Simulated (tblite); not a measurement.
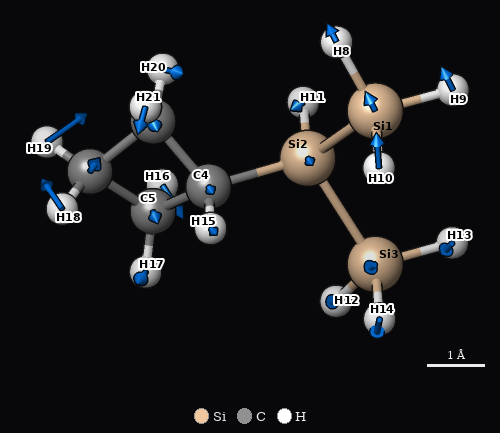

A relaxation of C4H14Si3. The starting structure is drawn; blue arrows show the displacements, magnified 2 times. The two geometries are superimposed by the best rigid fit.

The picture is a ball-and-stick view, seen from a free direction.

Computed with GFN2-xTB geometry optimisation, gas phase in tblite 0.8.0. 

### Which element moves most?

Hydrogen: up to 0.54 Å, against 0.21 Å for carbon.

### What did the optimiser do to the structure, and how much energy did it gain?

An H atom moves most after the best rigid fit: 0.54 Å. By element the largest moves are H 0.54 Å, C 0.21 Å, Si 0.21 Å. Some distances before and after: H–Si 1.493 → 1.466 Å, Si–Si 2.301 → 2.323 Å, C–C 1.551 → 1.535 Å, C–H 1.107 → 1.093 Å. Among the angles between lasting bonds that change: Si–Si–Si 104.1° → 117.7°, C–Si–H 110.2° → 103.6°, Si–Si–H 109.4° → 114.9°. After 75 geometry steps the energy has fallen by 26.8 kJ/mol.
